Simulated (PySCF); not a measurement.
**C3H11NO2Si3: density, localisation and related maps**

```xyz
20

C    -3.1890    1.6667   -0.6838
C    -2.0810    1.0086   -0.9893
Si   -1.2149   -0.2092    0.1604
O    -2.3095   -0.4632    1.3529
C    -1.0835   -1.8324   -0.8761
O    -0.1486   -2.0877   -1.6006
Si    0.8839    0.3573    0.9250
N     1.9949   -0.2652   -0.2382
Si    3.7198   -0.1097   -0.2798
H    -3.6537    2.3700   -1.3581
H    -3.6777    1.5181    0.2641
H    -1.6163    1.1881   -1.9517
H    -2.1500   -1.0305    2.1016
H    -1.8996   -2.5860   -0.7817
H     1.1164    1.8032    1.0550
H     1.1713   -0.2047    2.2656
H     1.6118   -0.9285   -0.8962
H     4.3409   -0.8599    0.8179
H     4.0310    1.3115   -0.1261
H     4.1486   -0.6358   -1.5736
```

Geometry: GFN2-xTB.

The calculation used PBE0/pcSseg-1, SCF density, gas phase, non-relativistic (PySCF 2.14.0).

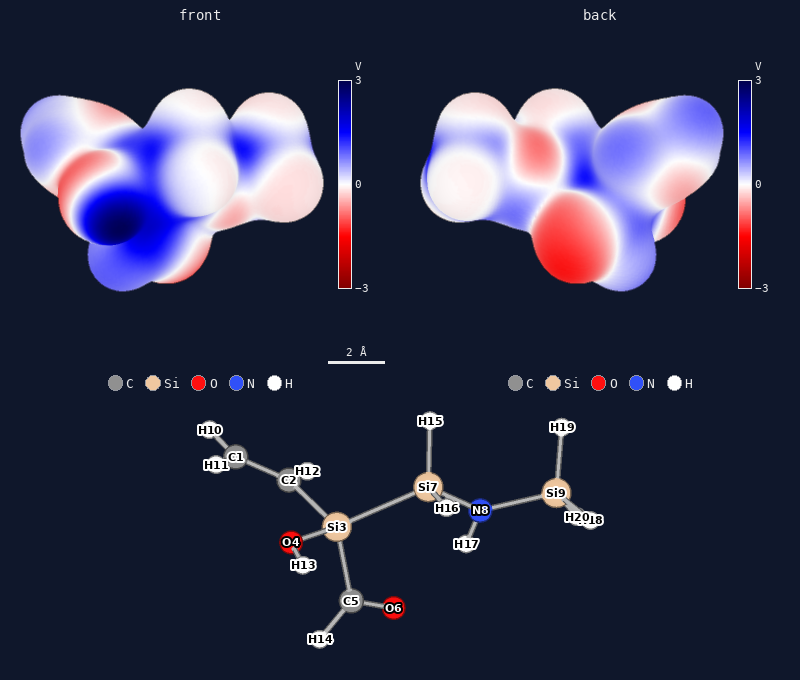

Figure 1. The electrostatic potential painted on the density surface at 0.002 e/bohr³, seen from the front and from behind; red is negative and blue positive. The bare structure is drawn below in the same view.

Question: Which sites attract a positive test charge, and which a negative one?

Answer: A positive charge is drawn to the negative regions and a negative charge to the positive ones. The most negative region (about −1.3 V) lies over O6, the most positive (about +2.7 V) over H13. O6 is the likeliest acceptor of a hydrogen bond.

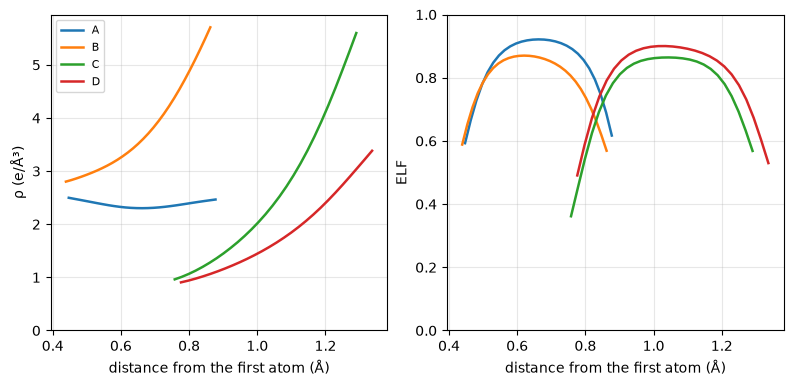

Figure 2. Total electron density and ELF along straight lines between neighbouring atoms. The curves leave out the atomic cores.

Question: Which curve belongs to which contact (C–C, C–O, Si–N and Si–O)? The first atom named is at distance zero.

Answer: Curve A: C–C (1.32 Å): ρ is about 2.3 e/Å³ halfway; the ELF peaks at about 0.90 between the atoms (a multiple bond). Curve B: C–O (1.21 Å): the density is about 3.3 e/Å³ at the midpoint; the ELF peaks at about 0.85 between the atoms (a short, multiple covalent bond). Curve C: Si–O (1.64 Å): the density is about 1.1 e/Å³ at the midpoint; the ELF peaks at about 0.85 between the atoms (a polar covalent bond). Curve D: Si–N (1.72 Å): the density is about 1.1 e/Å³ at the midpoint; the ELF peaks at about 0.90 between the atoms: a polar covalent bond.
